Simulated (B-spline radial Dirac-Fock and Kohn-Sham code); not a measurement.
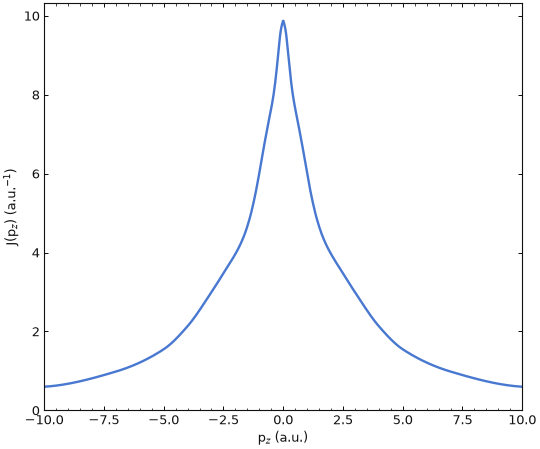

The total Compton profile J(pz). System: the ion Pm⁺ ([Xe] 4f5 6s1). Level of theory: the impulse approximation on the Dirac–Fock momentum density (average of configuration); calculated with a radial B-spline solver.

Q: What is the area under the whole profile, from −∞ to ∞?

A: 60, the number of electrons.

Q: What is the half width at half maximum?

A: About 1.4 a.u.

Q: What is the peak value?

A: J(0) = 9.86 a.u.⁻¹.
